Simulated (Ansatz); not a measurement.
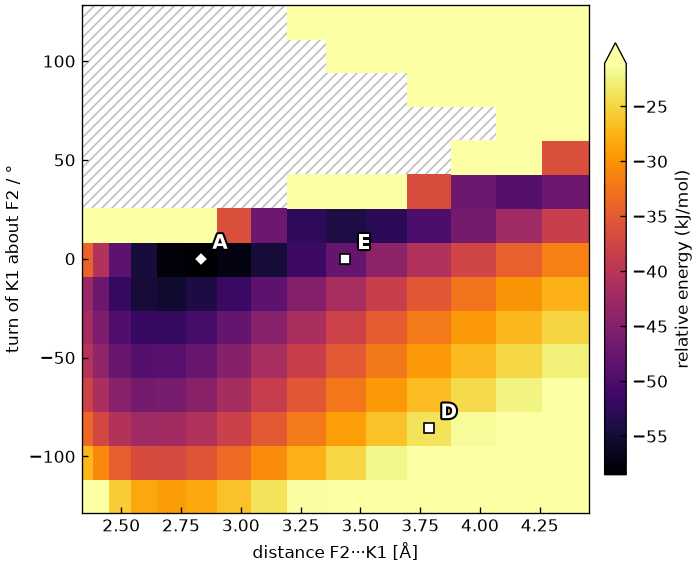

CH2F2K, charge +1. The turn is about an axis along (−0.91, −0.41, 0.00) in the frame of the relaxed pair, normal to the line between the partners. First axis: distance F2···K1. Second axis: turn of K1 about F2. Grid: 15 × 15 points. At 61 points there is no value (left out of the scan, as a rule where atoms come close). Energies: kJ/mol, counted from the ion and the molecule far apart, frozen as in the relaxed pair, each in its own basis (no counterpoise correction). Energies and slopes of some neighbouring points disagree (a jump in structure or state, or too coarse a mesh). These are results of RHF/def2-SVPD in Ansatz, not measurements.

Drawn: one coloured cell a grid point, one colour for all values above the top of the scale, hatched blanks where no value was computed, lettered points.

Question: Is D the lowest point of the computed grid?

Answer: No. D lies 35 kJ/mol above the lowest grid point, which is at distance F2···K1 = 2.832 Å, turn of K1 about F2 = 0.0°.

Question: Rank the lettered points by energy, lowest first.

Answer: A (−59 kJ/mol), E (−48 kJ/mol), D (−24 kJ/mol).
